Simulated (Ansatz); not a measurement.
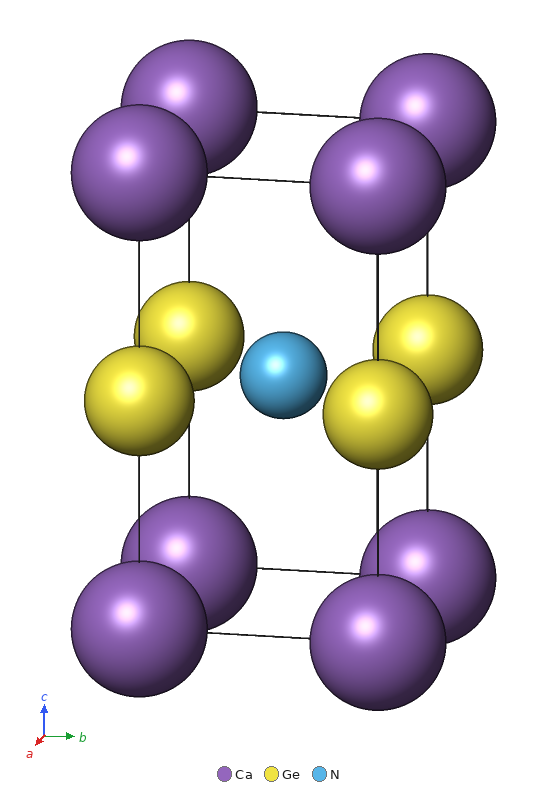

View slightly off an axis, drawn as a spheres-only model. The lines enclose the simulation cell; boundary atoms appear with their images.

Full input:
```yaml
crystal:
  lattice:
    - [3.120361854, 0.0, 0.0]
    - [0.0, 3.120361854, 0.0]
    - [0.0, 0.0, 6.0652730075]
  atoms:
    - { symbol: Ca, position: [0.0, 0.0, 0.0] }
    - { symbol: Ge, position: [0.0, 0.0, 0.5] }
    - { symbol: "N", position: [0.5, 0.5, 0.5] }
basis:
  ecutwfc: 420
kpoints:
  mp_grid: { grid: [14, 14, 8] }
  band_path:
    path:
      - [[0.0, 0.0, 0.0], [0.0, 0.5, 0.0], [0.5, 0.5, 0.0], [0.0, 0.0, 0.0], [0.0, 0.0, 0.5], [0.0, 0.5, 0.5], [0.5, 0.5, 0.5], [0.0, 0.0, 0.5]]
      - [[0.0, 0.5, 0.0], [0.0, 0.5, 0.5]]
      - [[0.5, 0.5, 0.0], [0.5, 0.5, 0.5]]
    npoints: 14
hamiltonian:
  xc: pbe
scf:
  occupations: { method: gaussian, width: 0.1 }
  n_extra_bands: 7
output:
  forces: true
  stress: true
  eigenvalues: true
  populations: true
  dos: { projected: true, de: 0.02, nscf_kmesh: { grid: [17, 17, 10] } }
  bader: true
  write_density: true
  write_potential: true
  elf: true
  volumetric_format: npy
```
Run as:
```sh
ansatz run input.yaml --threads 1 --pin off --max-ram 2560MiB --backend cpu --events-out ev --progress --plain --runs-dir out
```

The numbers come from Ansatz, DFT PBE, scalar-relativistic, plane waves, PAW, using plane waves up to 420 eV, 14×14×8 k-points, Gaussian smearing of 0.1 eV, no spin polarisation.

Question: Give the Bader charge of each element.

Answer: Ca +0.60 e; Ge +0.67 e; N -1.27 e.

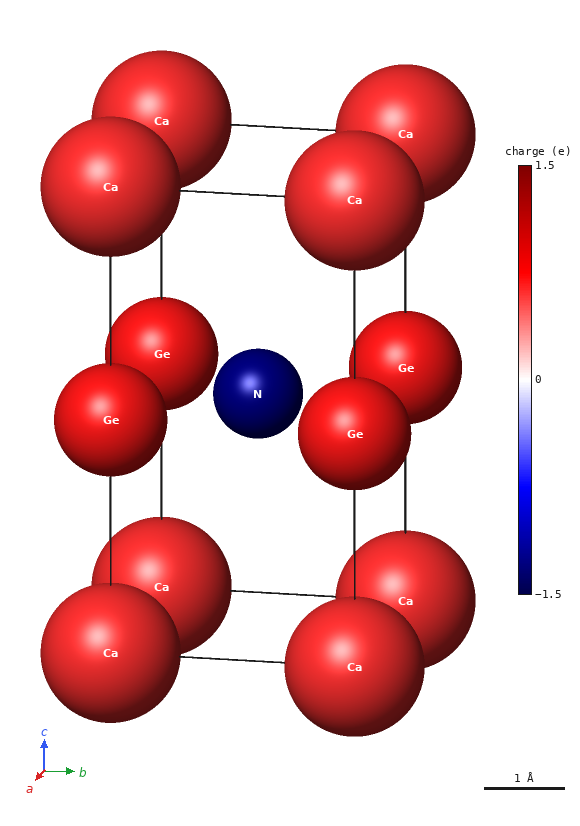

The atoms coloured by those charges.

Origin of the cell: a random cell made by a generator, so it need not be a real form of the compound. Earlier steps of the study, as a rule a relaxation of our own, may have changed the cell and positions, so they can lie some per cent off the listed ones. It went into a calculation with Ansatz.
